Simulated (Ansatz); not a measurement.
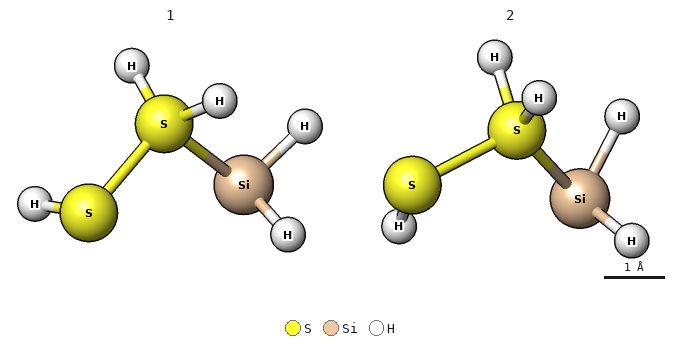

Two geometries of SiH₅S₂ (charge +1), drawn at one scale. One is the start of a relaxation, the other its converged end. The picture is a ball-and-stick view, seen at a tilt.

Method: RKS PBE-D4/def2-SVP in Ansatz 0.2.0. Settings: force threshold 0.03 eV/Å; at most 250 steps.

### Which one is relaxed?

Structure 2 is the relaxed one. It is one of the separated reactants of a reaction. The largest move after the best rigid fit is that of an H atom, 0.56 Å. Largest moves by element: H 0.56 Å, S 0.54 Å, Si 0.30 Å. Some distances before and after: H–Si 1.420 → 1.544 Å, S–S 2.079 → 2.150 Å, H–S 1.360 → 1.401 Å, H–S 1.348 → 1.371 Å. Bond angles that change, for instance: Si–S–H 101.6° → 136.5°, H–S–H 117.3° → 94.4°, S–Si–H 99.3° → 77.4°. Groups turn about S–Si by about 20°. The energy falls by 1.748 eV in 13 accepted moves (14 points after the start). Largest force component: 2.5 eV/Å at the start, 0.027 eV/Å at the end. The line search rejected the trial step at point 12 of the run.
